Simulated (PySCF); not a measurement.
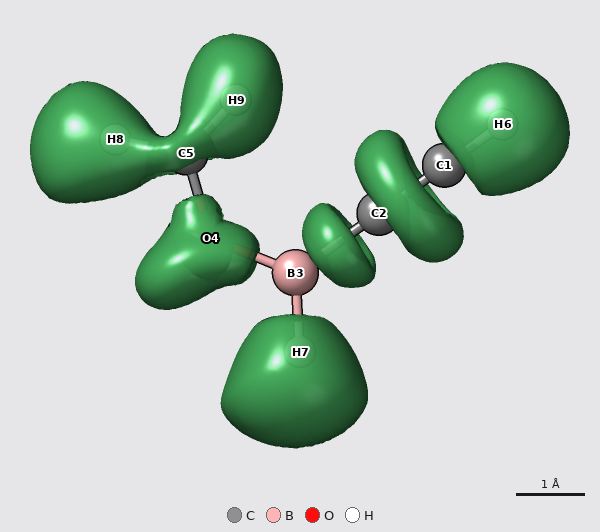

The picture shows: C3H4BO (doublet). Isosurface of the electron localisation function at 0.75 (green), seen across its widest extent. Only the valence region is drawn (cores and ρ < 0.01 e/Å³ removed).

Geometry: GFN2-xTB.

Theory: UKS B3LYP, pcH-1 on B C H O, non-relativistic, mean-field spin-orbit, GIAO in PySCF.

```yaml
atoms:
  - { symbol: C, position_ang: [-1.8934, 0.2801, 1.3959] }
  - { symbol: C, position_ang: [-1.1974, -0.1980, 0.5356] }
  - { symbol: B, position_ang: [-0.3039, -0.7833, -0.5421] }
  - { symbol: O, position_ang: [0.9958, -0.4175, -0.6955] }
  - { symbol: C, position_ang: [1.6812, 0.4469, 0.0116] }
  - { symbol: H, position_ang: [-2.5163, 0.6855, 2.1406] }
  - { symbol: H, position_ang: [-0.6922, -1.5856, -1.3046] }
  - { symbol: H, position_ang: [2.7068, 0.6047, -0.2704] }
  - { symbol: H, position_ang: [1.2330, 0.9731, 0.8399] }
```

**Describe the localisation domains.**

The surface consists of one region between bonded B–C atoms (shared pairs), one region between bonded C–C atoms (shared pairs), two regions around hydrogen nuclei, one region on O in which the atom's valence shell and bonds are merged and one joined region spread over several atoms (C, H), in which their bonds and any lone pairs are merged.

Values along the shortest contacts:
C–C (1.21 Å): the ELF peaks at about 0.85 between the atoms (a multiple bond). C–O (1.31 Å): the ELF peaks at about 0.85 between the atoms (a shared but strongly polarised pair).
